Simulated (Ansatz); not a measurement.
# Calculations on CH₅In

### Relaxation

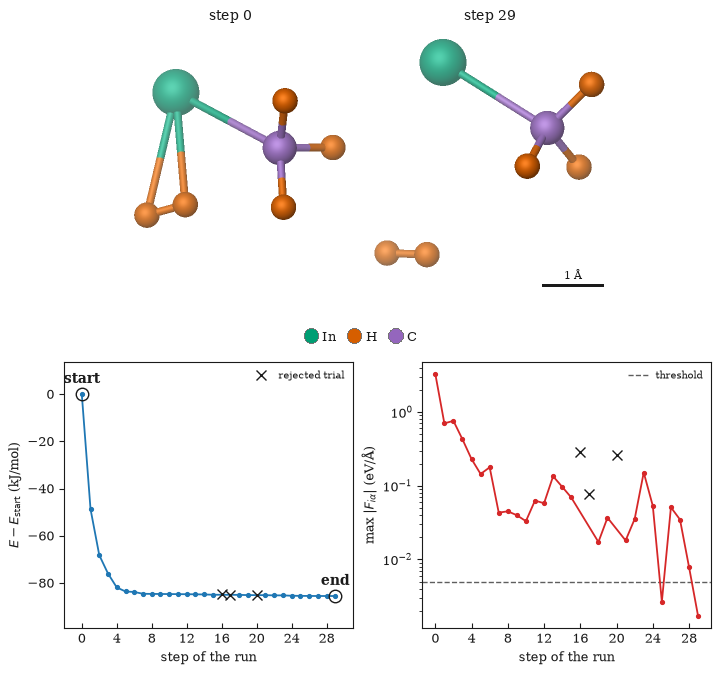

First and last geometry of a relaxation of CH$_{5}$In (started from a transition state, displaced along its imaginary mode), with the history of the run. The picture is a ball-and-stick view, seen at a tilt.

These are results of RKS PBE0-D4/def2-TZVP in Ansatz 0.2.0, not measurements.

The input:
```yaml
crystal:
  periodic: [false, false, false]
  atoms:
    - {symbol: In, position_ang: [-1.749222, -0.764836, -0.293421]}
    - {symbol: H, position_ang: [0.269368, -0.892178, -0.767514]}
    - {symbol: H, position_ang: [0.144710, -1.469835, -1.137193]}
    - {symbol: C, position_ang: [0.153978, 0.565814, 0.429365]}
    - {symbol: H, position_ang: [0.048912, 0.536526, 1.504920]}
    - {symbol: H, position_ang: [1.244814, 0.470658, 0.207884]}
    - {symbol: H, position_ang: [-0.112460, 1.553951, 0.056059]}
basis:
  gaussian: {orbitals: def2-TZVP}
hamiltonian: {xc: pbe0, dispersion: d4}
relax: {f_tol: 0.005, max_steps: 200}
```

Command:
```bash
ansatz run in.yaml --threads 2 --pin off --events-out ev --progress --plain --max-ram 4352MiB
```

**Read the history and describe the run.**

It converged. Over 26 accepted moves (29 points after the start) the energy falls by 85.5 kJ/mol. The largest force component goes from 3.3 to 0.0017 eV/Å. The line search rejected the trial steps at points 16, 17, 20 of the run. The forces were under the threshold at step 25, but the run went on from there. The largest move after the best rigid fit is that of H2, 0.96 Å. Largest moves by element: H 0.96 Å, In 0.81 Å, C 0.37 Å. Near-neighbour distances that change, for instance: In1–H3 2.190 → 3.304 Å, In1–H2 2.077 → 3.177 Å, In1–C4 2.432 → 2.242 Å, H2–H3 0.697 → 0.748 Å. Bonds break, among them: In1–H2 (2.08 → 3.18 Å). Among the angles between lasting bonds that change: In1–C4–H6 131.2° → 111.7°, In1–C4–H7 101.7° → 111.7°, In1–C4–H5 101.8° → 110.4°. The run took 41 s on 2 threads of Arm Neoverse V2, with other jobs on the host.

### Relaxation

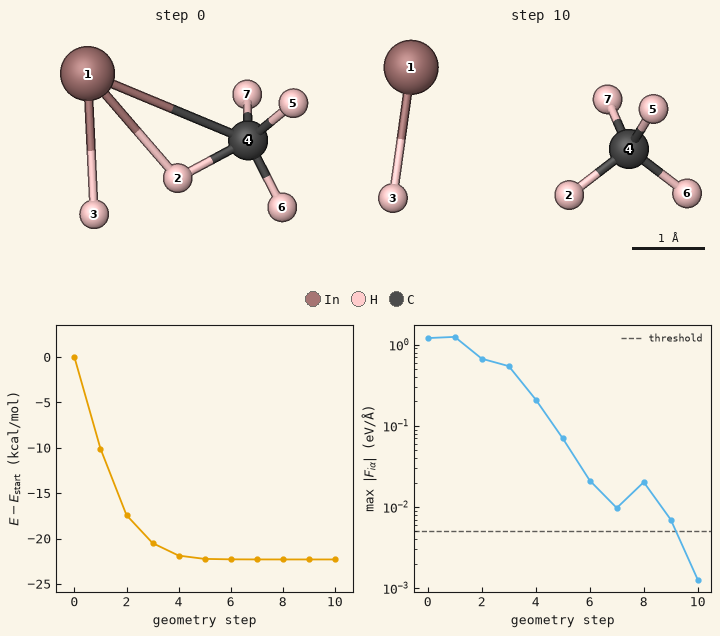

First and last geometry of a relaxation of CH₅In (started from a transition state, displaced along its imaginary mode), with the history of the run. A ball-and-stick model, seen at a tilt.

Level of theory: RKS PBE0-D4/def2-TZVP in Ansatz 0.2.0.

Input
```yaml
crystal:
  periodic: [false, false, false]
  atoms:
    - {symbol: In, position_ang: [-1.781949, -0.934703, -0.423716]}
    - {symbol: H, position_ang: [0.193880, -0.472658, -0.345253]}
    - {symbol: H, position_ang: [-0.014029, -1.484013, -1.165550]}
    - {symbol: C, position_ang: [0.295905, 0.497858, 0.321265]}
    - {symbol: H, position_ang: [0.058802, 0.420136, 1.403537]}
    - {symbol: H, position_ang: [1.370788, 0.511974, 0.228087]}
    - {symbol: H, position_ang: [-0.123297, 1.461506, -0.018270]}
basis:
  gaussian: {orbitals: def2-TZVP}
hamiltonian: {xc: pbe0, dispersion: d4}
relax: {f_tol: 0.005, max_steps: 200}
```

Run as
```bash
ansatz run in.yaml --threads 2 --pin off --events-out ev --progress --plain --max-ram 4352MiB
```

Q: Did the run converge, and what did it change?

A: It converged. The energy falls by 22.3 kcal/mol in 10 geometry steps. The largest force component goes from 1.2 to 0.0013 eV/Å. H3 moves most after the best rigid fit: 0.97 Å. By element the largest moves are H 0.97 Å, In 0.54 Å, C 0.33 Å. Some distances before and after: In1–H2 2.031 → 3.017 Å, In1–C4 2.631 → 3.497 Å, In1–H3 1.994 → 1.852 Å, H2–C4 1.182 → 1.092 Å. Bonds break, among them: In1–C4 (2.63 → 3.50 Å), In1–H2 (2.03 → 3.02 Å). Among the angles between lasting bonds that change: H2–C4–H6 92.8° → 108.6°, H2–C4–H7 120.7° → 110.2°, H2–C4–H5 118.3° → 110.3°.

```csv
step,"E − E(0), kcal/mol","largest force component, eV/Å"
0,0.00,1.2067
1,-10.08,1.2476
2,-17.42,0.6717
3,-20.50,0.5440
4,-21.88,0.2103
5,-22.24,0.0700
6,-22.29,0.0212
7,-22.30,0.0097
8,-22.30,0.0202
9,-22.30,0.0070
10,-22.30,0.0013
```

### Path

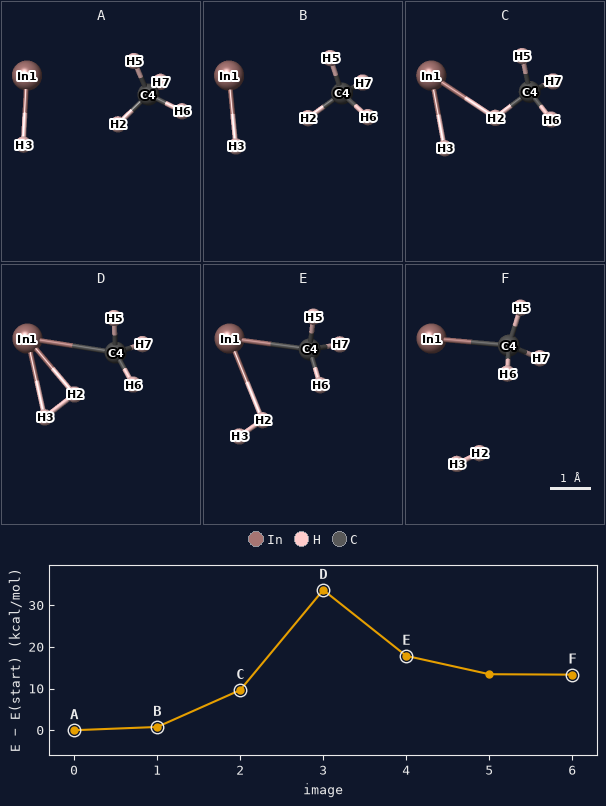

A nudged-elastic-band calculation for CH5In, made up of InH and CH4. Images are numbered from 0 (start) to 6 (end). Frames A to F are images 0, 1, 2, 3, 4, 6. The picture is a ball-and-stick view, seen at a tilt.

These are results of Ansatz 0.2.0, RKS PBE0-D4/def2-SVP, not measurements.

The input:
```yaml
crystal:
  periodic: [false, false, false]
  atoms:
    - {symbol: In, position_ang: [-2.132562, -1.267333, -0.679942]}
    - {symbol: H, position_ang: [0.651529, -0.199433, -0.222455]}
    - {symbol: H, position_ang: [-0.684719, -2.089258, -1.491780]}
    - {symbol: C, position_ang: [0.558804, 0.668953, 0.433304]}
    - {symbol: H, position_ang: [0.118296, 0.376712, 1.387020]}
    - {symbol: H, position_ang: [1.552923, 1.079266, 0.609706]}
    - {symbol: H, position_ang: [-0.064171, 1.431193, -0.035753]}
basis:
  gaussian: {orbitals: def2-SVP}
hamiltonian: {xc: pbe0, dispersion: d4}
neb:
  images: 5
  climbing: true
  max_iterations: 40
  initial_path: idpp
  final_atoms:
    - {symbol: In, position_ang: [-1.776407, -0.637582, 0.411666]}
    - {symbol: H, position_ang: [0.654185, -1.225071, -1.548826]}
    - {symbol: H, position_ang: [0.298825, -1.790536, -1.885573]}
    - {symbol: C, position_ang: [-0.024512, 0.729040, 0.711938]}
    - {symbol: H, position_ang: [-0.230573, 1.441779, 1.518412]}
    - {symbol: H, position_ang: [0.880583, 0.174509, 0.983894]}
    - {symbol: H, position_ang: [0.197999, 1.307961, -0.191411]}
```

Command:
```bash
ansatz run in.yaml --threads 2 --pin off --events-out ev --progress --plain --max-ram 4352MiB
```

Question: Read off the barrier and say what moves.

Answer: Forward barrier 33.7 kcal/mol, backward barrier 20.3 kcal/mol, with image 3 at the top; the reaction energy is +13.3 kcal/mol. Breaking: H2–C4 (1.09 → 1.54 at the top → 3.06 Å), In1–H3 (1.85 → 2.12 at the top → 3.30 Å). Forming: H2–H3 (2.64 → 1.01 at the top → 0.75 Å), In1–C4 (3.50 → 2.55 at the top → 2.24 Å). The band converged in 13 iterations. The largest component of the band force went from 2.9 to 0.033 eV/Å. The climbing image converged on the top of the path. Its curvatures weren't checked. The largest force component is 0.27 eV/Å at the start and 0.42 eV/Å at the end; an end with forces this large is no minimum, and the barrier measured from it can be far off.

Limits of the set-up: the start holds two separate molecules, 2.6 Å apart at their closest, whose relative position is a soft coordinate.

Cost: 90 s on 2 threads of Arm Neoverse V2, with other jobs on the host.
